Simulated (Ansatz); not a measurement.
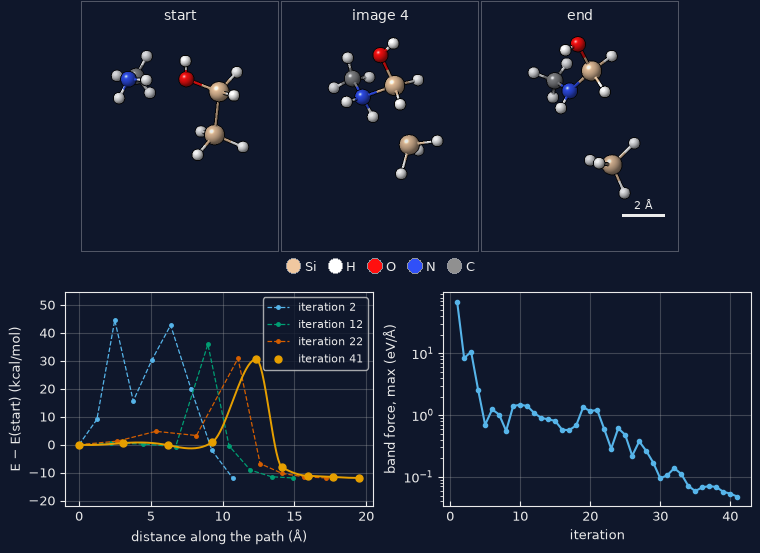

A nudged-elastic-band calculation for CH11NOSi2, made up of Si₂H₆O and CH5N. Images are numbered from 0 (start) to 8 (end). The plot follows the band through its iterations. Style: ball-and-stick. Shown from a free direction.

Method: RKS revPBE/6-31G* in Ansatz. Run with 7 movable images; climbing image; force threshold 0.05 eV/Å; iteration limit 60; starting path through a guess of the saddle point.

Question: Judge this run.

Answer: The run is converged, with reservations. The band converged in 41 iterations. The largest component of the band force went from 69 to 0.048 eV/Å. The climbing image converged on the top of the path. Its vibrational analysis gives one imaginary mode (246i cm⁻¹), as a transition state must have. The first iteration put the highest image at 331.2 kcal/mol. The energy climbs by 30.6 kcal/mol to image 4 and then falls by 42.5 kcal/mol, so the end point sits at −11.9 kcal/mol.

Limits of the set-up: the start holds two separate molecules, 2.3 Å apart at their closest, whose relative position is a soft coordinate and is computed without a dispersion correction.

The run took 8.2 min on 2 threads of Intel(R) Xeon(R) Platinum 8488C (Sapphire Rapids) (shared host), peak memory 0.18 GiB.
